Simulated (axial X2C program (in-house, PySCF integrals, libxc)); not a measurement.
## Relativistic diatomic calculation for TiO⁺

TiO⁺, single determinant with Ω = 3/2. The distance is the PBE0 minimum at charge 1. Computed at this level: expectation values, HF and Kohn-Sham, two-component X2C with atomic mean-field Coulomb and Gaunt terms, Ti dyall-cv3z, O dyall-av3z (cores contracted) (axial X2C program (in-house, PySCF integrals, libxc)).

Log:
```
two-component X2C + atomic mean field  PBE0
basis functions 170  fitting functions 936  grid points 5074
iter        total energy     max residual
   1       -928.410515773     3.00e-05
   2       -928.410515794     2.19e-05
   3       -928.410515802     1.70e-05
   4       -928.410515812     8.33e-06
   5       -928.410515816     9.80e-07
   6       -928.410515816     2.66e-07
converged
one-electron -1385.25216436  Coulomb 447.83661845  exact exchange -12.35552344  xc functional -38.22158217  nuclear repulsion 59.77868365  atomic mean-field constant -0.19654794
```

Expectation values by level of theory:

| quantity | PBE0 | HF | B3LYP | TPSSh | BHandHLYP |
| --- | --- | --- | --- | --- | --- |
| effective field for an electron dipole moment (GV/cm) | 0.0795 | 0.286 | 0.0679 | 0.0721 | 0.102 |
| field gradient at the first nucleus (a.u.) | −0.524 | 0.0283 | −0.602 | −0.624 | −0.349 |
| field gradient at the second nucleus (a.u.) | −0.253 | 0.0242 | −0.258 | −0.282 | −0.203 |
| A∥/gI, first nucleus (MHz) | 390 | 494 | 374 | 403 | 394 |
| A∥/gI, second nucleus (MHz) | 4.74 | 35.1 | 4.89 | 5.65 | 6.18 |

Each column comes from one determinant, in a basis with contracted cores. The levels disagree widely: the effective field runs from 0.0679 to 0.286 GV/cm, A∥/gI at the second nucleus runs from 4.74 to 35.1 MHz, the field gradient at the first nucleus runs from −0.624 to 0.0283 a.u. and the field gradient at the second nucleus runs from −0.282 to 0.0242 a.u. They may not all have settled in the same state, and these values aren't reliable properties of the molecule.

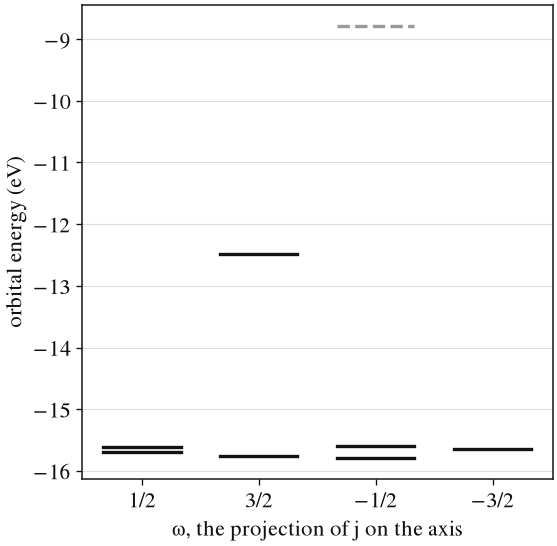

*Orbital energies (PBE0) near the frontier at 1.56 Å, filled (solid) and empty (dashed).*

The highest filled spinor (3/2; 98 % Ti d) lies at −12.48 eV, the lowest empty one (−1/2; 59 % Ti s, 13 % O p) at −8.79 eV.

Input file:
```
{"zs": [22, 8], "q": 1, "bas": ["dyall-cv3z", "dyall-av3z"], "r0": 1.74, "levels": ["PBE0", "HF", "B3LYP", "TPSSh", "BHandHLYP"], "nst": 3}
```

The line is the task of a batch: nuclear charges, charge, bases, the levels to run, a first guess of the distance and further settings. This report covers the levels named above. The log is that of the reference distance, started from orbitals converged before.

Launched within a batch (the task file carries these settings):
```bash
python <driver script> task.json out
```

Summary:

| quantity | value |
| --- | --- |
| outcome | converged; the levels of theory disagree widely |
| hardware | 1 thread of Arm Neoverse V2, 112 GiB of memory available, shared host |
| wall time | 2.4 s |
| peak memory | 0.31 GiB |
